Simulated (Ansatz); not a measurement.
Geometry relaxation of SiNH4S (part 2 of 2)

The same run, continued: SiNH4S, multiplicity 2, SMILES N[SiH2][S]; UKS wB97X-V/def2-SVP (Ansatz 0.2.0). The run did not end well.

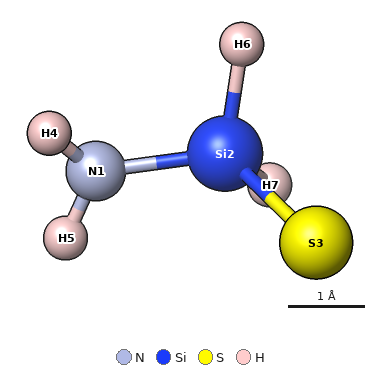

Figure 1. The geometry at step 9 of the log (ball-and-stick view, seen on its broad side; atoms are numbered from 1 in the order of the input).

```
these checks for a lower state are left out or cut short: starts, cluster_reference, orbital_swaps, neighbouring_geometries, increment
725 factors; integrals over basis functions are off by at most 3.5e-4 eV
252 factors; integrals over basis functions are off by at most 4.8e-7 eV
Unfinished report: {"positions_ang":[[-0.7544536588591171,0.03269697296168769,-0.8394945682362116],[0.5681623984584491,-0.012859187924064023,0.2652122511359669],[0.18076007634533703,-0.18912090646881452,2.3696042701896824],[-1.3479405715345896,0.8571231027435265,-0.8883636400674515],[-1.2955344275878113,-0.8099196581415081,-1.0160283537431283],[1.319531488435835,1.266354514756971,0.1255261744577902],[1.3906736947418976,-1.2122748379277988,-0.06215613373664799]],"unchecked":["starts","cluster_reference","orbital_swaps","neighbouring_geometries","increment"],"mean_field":{"relativity":"none","state":{"energy":{"ev":-20257.860391716327,"hartree":-744.4626381246237},"converged":true,"gradient_ev":2.881948798158424e-7,"stability":{"kind":"minimum","curvature_ev":0.2737666627690322},"curvature_floor_ev":0.00030000000000000003,"spin_squared":0.7526881375037711},"others":[],"fillings":{"estimated":0,"unestimated":0,"tried":0,"untried":0,"excluded_magnetic_sites":0},"n_dropped_functions":0,"n_trapped_functions":0,"passes":{"evaluations":7,"products":87},"factors":{"origin":"Cholesky decomposition","count":725,"bound_ev":0.000350782466143143},"gradient_stop_ev":0.00001,"reference_kind":"stationary","functional":{"name":"wB97X-V","citations":["Mardirossian & Head-Gordon, Phys. Chem. Chem. Phys. 16, 9904 (2014) doi:10.1039/C3CP54374A","Becke, J. Chem. Phys. 107, 8554 (1997) doi:10.1063/1.475007","Vydrov & Van Voorhis, J. Chem. Phys. 133, 244103 (2010) doi:10.1063/1.3521275"],"text":"name \"wB97X-V\"\ncite \"Mardirossian & Head-Gordon, Phys. Chem. Chem. Phys. 16, 9904 (2014) doi:10.1039/C3CP54374A\"\ncite \"Becke, J. Chem. Phys. 107, 8554 (1997) doi:10.1063/1.475007\"\ncite \"Vydrov & Van Voorhis, J. Chem. Phys. 133, 244103 (2010) doi:10.1063/1.3521275\"\nparameter omega = 0.3/bohr\nparameter cx = 0.167\nparameter cx1 = 0.603\nparameter cx2 = 1.194\nparameter css0 = 0.556\nparameter css1 = -0.257\nparameter cos0 = 1.219\nparameter cos1 = -1.850\nparameter b = 6.0\nparameter c = 0.01\nexchange = spin_sum(e_x_unif_sr(omega)*poly(b97_u_x, 1 - cx, cx1, cx2)) + cx*exact_x_sr(omega) + exact_x_lr(omega)\ncorrelation = spin_sum(e_c_pw_same_spin*poly(b97_u_same, css0, css1))\n    + integral(e_c_pw_opposite_spin*poly(b97_u_opposite, cos0, cos1)) + vv10(b, c)\n","parameters":{"b":{"value":6.0,"default":6.0},"c":{"value":0.01,"default":0.01},"cos0":{"value":1.219,"default":1.219},"cos1":{"value":-1.85,"default":-1.85},"css0":{"value":0.556,"default":0.556},"css1":{"value":-0.257,"default":-0.257},"cx":{"value":0.167,"default":0.167},"cx1":{"value":0.603,"default":0.603},"cx2":{"value":1.194,"default":1.194},"omega":{"value":0.3,"default":0.3,"unit":"/bohr"}},"final_grid":{"core_spheres":36.0,"valence_spheres":28.0,"degree":44.0},"final_grid_parameter_source":"default","radial_points_factor":1.0,"radial_grid_error_ev":4.6782715222869404e-8,"grid_sensitivity":"high","grid_sensitivity_ratio":0.021539234673575262},"unsmoothed_excess_ev":1.4306845515666505e-6,"symmetry":{"irreps":["A"],"axes":[[0.9999960555522563,-0.0025252526295996306,0.0012296255873129078],[0.0025251828220981577,0.9999968100201256,0.00005832055613665368],[-0.0012297689389697752,-0.00005521529668357272,0.9999992423095266]],"occupied":[{"A":21},{"A":20}]},"held":{"pivots":725,"left_out":0,"joined":0},"density_repulsion":{"missed_ev":9.562361684928683e-6,"excess_ev":0.0,"most_excess_ev":0.0001107,"are_drawn_again":false,"n_first_factors":725,"energy_change_ev":0.0,"n_dropped_ends":0}},"factors":{"origin":"Cholesky decomposition","count":725,"bound_ev":0.000350782466143143},"n_frozen":0,"n_occupied":[21,20],"n_virtual":[49,50],"reference":{"ev":-20257.860391716327,"hartree":-744.4626381246237},"total":{"ev":-20257.860391716327,"hartree":-744.4626381246237},"forces_ev_per_angstrom":[[-0.05744597179469015,0.002385643249678318,-0.005790157998256154],[0.01629597837806539,-0.009329750218632204,0.012073579042996104],[-0.004616885139327661,0.0027094906671313156,-0.008518908801254929],[0.028559271141720244,-0.03960968488421692,0.0010067773900029617],[0.017289150510519238,0.03499436610631652,0.0041207453756450475],[0.001677814465123822,0.003271345688883287,-0.00026554281814924097],[-0.0017593579849248726,0.005578588388883508,-0.0026264912861087603]],"charge_distribution":{"dipole_moment_e_ang":[-0.2482300315899791,0.017914014092436367,-0.31579940940865026],"mulliken_charges_e":[-0.3863884136821101,0.5196012302037385,-0.23968822542216017,0.13338177509011173,0.13337106731324067,-0.08015436227244588,-0.08012307123043128],"lowdin_charges_e":[0.002280336564334462,0.11231433014123127,0.03776750097158299,0.007392778026202751,0.007228419686915011,-0.08358971168799578,-0.08339365370233143]},"n_threads":1,"memory_gib":2.130681819282472,"seconds":{"hamiltonian":21.819855543,"orbitals":0.0,"second_order":0.0,"solver_start":0.0,"cycles":0.0,"cycle":0.0,"perturbative":0.0,"full_ci_increment":0.0,"forces":0.0}}
this run last wrote the structure of step 16 to [file]
Error: SIGTERM received: run cancelled behind 239 evaluations of the mean field
```

### Trajectory as extended XYZ (Å, eV, eV/Å), 16 frames, from step=1 to step=16
```
7
Properties=species:S:1:pos:R:3:forces:R:3 step=1 energy=-20257.71050
N    -0.7417    0.0245   -0.7715    0.1406  -0.0259   0.4222
Si    0.7076   -0.0080    0.2598   -0.4702   0.0640  -1.0371
S    -0.2393   -0.1839    2.1316    0.0969  -0.0142   0.2349
H    -1.3581    0.8412   -0.6851    0.2348  -0.3043  -0.0565
H    -1.3081   -0.8313   -0.8087    0.2159   0.3218  -0.0110
H     1.4598    1.2684    0.0078   -0.1020  -0.2256   0.2085
H     1.5409   -1.1790   -0.1797   -0.1159   0.1843   0.2390
7
Properties=species:S:1:pos:R:3:forces:R:3 step=2 energy=-20257.75737
N    -0.7518    0.0260   -0.7944    0.3664  -0.0118   0.3094
Si    0.6845   -0.0065    0.2297   -0.4255   0.0290  -0.5352
S    -0.1658   -0.1831    2.1589   -0.0148  -0.0240   0.3012
H    -1.3645    0.8374   -0.7106    0.0810  -0.0698  -0.0448
H    -1.3142   -0.8242   -0.8344    0.0767   0.0804  -0.0339
H     1.4462    1.2637    0.0464   -0.0390  -0.0840  -0.0047
H     1.5269   -1.1813   -0.1412   -0.0449   0.0803   0.0080
7
Properties=species:S:1:pos:R:3:forces:R:3 step=3 energy=-20257.78347
N    -0.7452    0.0283   -0.8212    0.0187  -0.0050   0.0985
Si    0.6324   -0.0076    0.2244    0.0007  -0.0224   0.3110
S    -0.0609   -0.1883    2.2699    0.0694   0.0162  -0.2165
H    -1.3538    0.8394   -0.7673   -0.0501   0.0776  -0.0608
H    -1.3034   -0.8171   -0.8911   -0.0449  -0.0699  -0.0701
H     1.4064    1.2490    0.0626   -0.0005   0.0769  -0.0281
H     1.4857   -1.1718   -0.1230    0.0066  -0.0733  -0.0341
7
Properties=species:S:1:pos:R:3:forces:R:3 step=4 energy=-20257.78846
N    -0.7459    0.0276   -0.8113   -0.0425  -0.0023   0.1172
Si    0.6338   -0.0080    0.2367    0.0574   0.0033  -0.0618
S    -0.0523   -0.1892    2.2612   -0.0326  -0.0084   0.0617
H    -1.3524    0.8438   -0.7751    0.0095  -0.0177  -0.0501
H    -1.3029   -0.8197   -0.8971    0.0065   0.0235  -0.0434
H     1.4005    1.2550    0.0621   -0.0028   0.0181  -0.0139
H     1.4804   -1.1775   -0.1223    0.0046  -0.0166  -0.0098
7
Properties=species:S:1:pos:R:3:forces:R:3 step=5 energy=-20257.78765 accepted=F
N    -0.7691    0.0270   -0.7618    0.4954  -0.2097   0.0538
Si    0.6403   -0.0104    0.2424   -0.1324   0.0462   0.0158
S    -0.0367   -0.1952    2.2720    0.0104  -0.0148   0.0297
H    -1.3470    0.8484   -0.8191   -0.2358   0.3618  -0.0048
H    -1.3032   -0.8165   -0.9179   -0.1394  -0.1838  -0.0358
H     1.3940    1.2608    0.0624    0.0086  -0.0153  -0.0341
H     1.4829   -1.1822   -0.1236   -0.0068   0.0155  -0.0246
7
Properties=species:S:1:pos:R:3:forces:R:3 step=6 energy=-20257.79163
N    -0.7542    0.0258   -0.7874   -0.0098   0.0106   0.0322
Si    0.6363   -0.0076    0.2423   -0.0146  -0.0054  -0.0180
S    -0.0430   -0.1961    2.2720    0.0028  -0.0032   0.0133
H    -1.3494    0.8499   -0.8006    0.0204  -0.0245  -0.0129
H    -1.3049   -0.8202   -0.9080    0.0034   0.0205  -0.0107
H     1.3966    1.2591    0.0586   -0.0075  -0.0021  -0.0071
H     1.4798   -1.1789   -0.1227    0.0053   0.0041   0.0032
7
Properties=species:S:1:pos:R:3:forces:R:3 step=7 energy=-20257.79408
N    -0.7601    0.0230   -0.7712   -0.0182   0.0244  -0.0740
Si    0.6326   -0.0097    0.2484   -0.0564   0.0070  -0.0070
S    -0.0252   -0.2278    2.2839    0.0545  -0.0206   0.0113
H    -1.3238    0.8647   -0.8472    0.0312  -0.0156  -0.0043
H    -1.3260   -0.8111   -0.8961   -0.0137   0.0033   0.0202
H     1.3714    1.2665    0.0429   -0.0071  -0.0044   0.0135
H     1.4923   -1.1737   -0.1063    0.0097   0.0059   0.0404
7
Properties=species:S:1:pos:R:3:forces:R:3 step=8 energy=-20257.80771
N    -0.7652    0.0219   -0.7813    0.1778   0.0955  -0.1510
Si    0.6195   -0.0062    0.2524   -0.3821   0.0190  -0.0393
S     0.0203   -0.2504    2.3086    0.2198  -0.0494   0.0033
H    -1.3121    0.8702   -0.8938    0.0371  -0.0160  -0.0045
H    -1.3416   -0.8053   -0.8953   -0.0343  -0.0208   0.0394
H     1.3554    1.2724    0.0503   -0.0363   0.0045   0.0285
H     1.4849   -1.1707   -0.0867    0.0179  -0.0328   0.1235
7
Properties=species:S:1:pos:R:3:forces:R:3 step=9 energy=-20257.84268
N    -0.7731    0.0258   -0.8206    0.1510   0.2490   0.0775
Si    0.5667   -0.0024    0.2692   -0.1508  -0.0206   0.3453
S     0.1916   -0.2934    2.4006    0.0652   0.1171  -0.5374
H    -1.2925    0.8824   -1.0080    0.1468  -0.1304   0.0934
H    -1.3605   -0.7871   -0.9449   -0.1358  -0.1956  -0.0137
H     1.2906    1.2857    0.0761   -0.0346  -0.0102   0.0714
H     1.4384   -1.1789   -0.0181   -0.0417  -0.0093  -0.0365
7
Properties=species:S:1:pos:R:3:forces:R:3 step=10 energy=-20257.85048
N    -0.7598    0.0041   -0.8206   -0.1334  -0.0131  -0.2050
Si    0.5718   -0.0072    0.2569    0.0422  -0.2521   0.2215
S     0.1877   -0.2440    2.3497   -0.0083  -0.0160   0.1289
H    -1.2540    0.8744   -0.9703   -0.1599   0.1027  -0.0544
H    -1.3741   -0.7980   -0.9404    0.0964   0.0737   0.0333
H     1.2695    1.2944    0.1311    0.0709   0.1011  -0.1157
H     1.4201   -1.1916   -0.0522    0.0921   0.0036  -0.0086
7
Properties=species:S:1:pos:R:3:forces:R:3 step=11 energy=-20257.85478
N    -0.7580    0.0246   -0.8317    0.0054  -0.1864   0.0357
Si    0.5663   -0.0300    0.2731   -0.0122   0.2134  -0.1211
S     0.1809   -0.2416    2.3715   -0.0052  -0.0266   0.0047
H    -1.2850    0.8842   -0.9534    0.0241   0.0014   0.0273
H    -1.3555   -0.7875   -0.9571   -0.0251   0.0153  -0.0201
H     1.2642    1.2724    0.0937    0.0725   0.0229   0.0740
H     1.4484   -1.1900   -0.0418   -0.0595  -0.0399  -0.0004
7
Properties=species:S:1:pos:R:3:forces:R:3 step=12 energy=-20257.85939
N    -0.7588    0.0164   -0.8351    0.0491   0.0201   0.0248
Si    0.5687   -0.0129    0.2656   -0.0181  -0.0014   0.0003
S     0.1793   -0.2495    2.3636   -0.0007   0.0029  -0.0153
H    -1.2840    0.8766   -0.9579   -0.0216   0.0081  -0.0024
H    -1.3605   -0.7937   -0.9466   -0.0069  -0.0237  -0.0032
H     1.2834    1.2841    0.1065    0.0030   0.0008  -0.0020
H     1.4330   -1.1888   -0.0419   -0.0049  -0.0068  -0.0022
7
Properties=species:S:1:pos:R:3:forces:R:3 step=13 energy=-20257.86010
N    -0.7589    0.0245   -0.8319   -0.0092   0.0014  -0.0182
Si    0.5673   -0.0128    0.2675    0.0092   0.0081   0.0101
S     0.1873   -0.2213    2.3695   -0.0071   0.0007   0.0007
H    -1.3142    0.8689   -0.9320   -0.0003  -0.0012   0.0103
H    -1.3281   -0.8028   -0.9850    0.0050  -0.0015   0.0049
H     1.2986    1.2767    0.1170    0.0012  -0.0029  -0.0034
H     1.4092   -1.2012   -0.0508    0.0013  -0.0046  -0.0045
7
Properties=species:S:1:pos:R:3:forces:R:3 step=14 energy=-20257.85030 accepted=F
N    -0.7422    0.0300   -0.8637   -0.0075   0.0366   0.0943
Si    0.5649    0.0038    0.2598    0.1547  -0.5800  -0.0628
S     0.1560   -0.2148    2.3523   -0.0134   0.0135   0.0337
H    -1.3230    0.8638   -0.8782   -0.1060  -0.0288  -0.0905
H    -1.3065   -0.8098   -0.9660   -0.0478   0.0582  -0.0444
H     1.3077    1.2662    0.1058    0.1449   0.2844  -0.0131
H     1.4043   -1.2072   -0.0558   -0.1249   0.2161   0.0828
7
Properties=species:S:1:pos:R:3:forces:R:3 step=15 energy=-20257.86037
N    -0.7559    0.0276   -0.8361   -0.0070   0.0014  -0.0127
Si    0.5697   -0.0128    0.2651   -0.0081   0.0003   0.0088
S     0.1767   -0.2079    2.3667    0.0074   0.0013  -0.0031
H    -1.3285    0.8636   -0.9095    0.0030  -0.0037   0.0034
H    -1.3154   -0.8058   -0.9931    0.0047   0.0024   0.0002
H     1.3099    1.2719    0.1187    0.0005   0.0020   0.0018
H     1.4046   -1.2047   -0.0576   -0.0005  -0.0037   0.0015
7
Properties=species:S:1:pos:R:3:forces:R:3 step=16 energy=-20257.86039
N    -0.7545    0.0327   -0.8395   -0.0574   0.0024  -0.0058
Si    0.5682   -0.0129    0.2652    0.0163  -0.0093   0.0121
S     0.1808   -0.1891    2.3696   -0.0046   0.0027  -0.0085
H    -1.3479    0.8571   -0.8884    0.0286  -0.0396   0.0010
H    -1.2955   -0.8099   -1.0160    0.0173   0.0350   0.0041
H     1.3195    1.2664    0.1255    0.0017   0.0033  -0.0003
H     1.3907   -1.2123   -0.0622   -0.0018   0.0056  -0.0026
```

The run was set up as follows.

### Input file
```yaml
crystal:
  periodic: [false, false, false]
  atoms:
    - { symbol: "N", position_ang: [-0.741711, 0.024469, -0.771539] }
    - { symbol: Si, position_ang: [0.707635, -0.008016, 0.259823] }
    - { symbol: S, position_ang: [-0.239325, -0.183853, 2.131615] }
    - { symbol: H, position_ang: [-1.358112, 0.84124, -0.685088] }
    - { symbol: H, position_ang: [-1.308067, -0.83132, -0.808654] }
    - { symbol: H, position_ang: [1.459845, 1.268436, 0.007809] }
    - { symbol: H, position_ang: [1.540934, -1.178956, -0.179666] }
magnetization:
  spin_polarized: true
  initial_magnetization: 1
basis:
  gaussian: { orbitals: def2-SVP }
hamiltonian:
  xc: { name: wB97X-V }
output:
  forces: true
relax:
  f_tol: 0.003
  max_steps: 120
```

Launched with:
```bash
ansatz run input.yaml --threads 1 --pin off --max-ram 2560MiB --backend cpu --events-out ev --progress --plain --runs-dir out
```

### Outcome

| quantity | value |
| --- | --- |
| outcome | stopped at the time limit |
| hardware | 1 thread of Arm Neoverse V2, 24 GiB of memory available, shared host |
| wall time | 5 min |
| peak memory | 0.29 GiB |

The run was cut off by its time limit, so the output is incomplete.
